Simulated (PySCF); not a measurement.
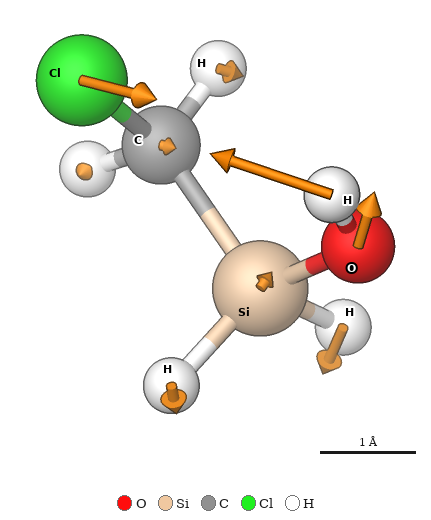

This is a relaxation of CH$_{5}$ClOSi. The starting structure is drawn; orange arrows show the displacements, magnified 10 times. The two geometries are superimposed by the best rigid fit.

A ball-and-stick model, seen from a free direction.

The start comes from GFN2-xTB.

Level of theory: PBE0-D3(BJ)/def2-SVP geometry optimisation, gas phase in PySCF. 

**Describe the change and its energy.**

The atom that moves furthest after the best rigid fit is an H atom (0.14 Å). Largest moves by element: H 0.14 Å, Cl 0.10 Å, O 0.07 Å, Si 0.02 Å, C 0.02 Å. Some distances before and after: O–Si 1.617 → 1.661 Å, H–Si 1.455 → 1.489 Å, C–Si 1.916 → 1.892 Å, C–H 1.086 → 1.100 Å. Among the angles between lasting bonds that change: Si–O–H 121.7° → 113.8°, H–Si–H 115.1° → 110.5°, O–Si–H 103.5° → 107.1°. Over 4 geometry steps the energy falls by 0.101 eV. The largest force component goes from 1.3 to 0.012 eV/Å. The run took about 12 core-seconds on a shared host.
